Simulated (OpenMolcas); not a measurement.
Predicting a hybrid from its neighbours: SnCl2F2

SnCl2F2 has 5 atoms, charge 0, and is taken as a singlet. As SMILES, `[F][Sn]([F])([Cl])[Cl]`. Geometry: relaxed at PBE0-D4/def2-TZVP.

The dipole moment y, in D, basis def2-SVP with a core potential; a is the functional's share of exact exchange. Programs: OpenMolcas 26.06.

| functional | program | a | y (D) |
| --- | --- | --- | --- |
| BLYP | OpenMolcas | 0 | 1.35 |
| revPBE | OpenMolcas | 0 | 1.25 |
| B3LYP | OpenMolcas | 0.2 | ? |
| PBE0 | OpenMolcas | 0.25 | 1.44 |
| BHLYP | OpenMolcas | 0.5 | 1.62 |

**Question.** Fit y = c + s·a to the known rows and predict B3LYP.

**Answer.** 
1. Means of the 4 rows: a = 0.1875, y = 1.415.
2. Σ(Δa)² = 0.17188, Σ(Δa·Δy) = 0.10875, so the slope is 0.10875/0.17188 = 0.63271.
3. Intercept: 1.415 − (0.63271) × 0.1875 = 1.296. The largest residual of the fit is 0.054.
4. B3LYP: 1.296 + (0.63271) × 0.2 = 1.42 D.

The run gave 1.47 D, so the prediction is off by -0.05 D, within the largest residual. More exact exchange makes the molecule more polar here. The rows mix families of semi-local functionals, which the line can't see.

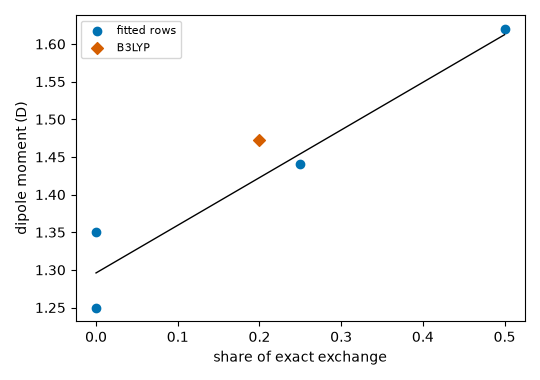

The fitted line, with the withheld row.
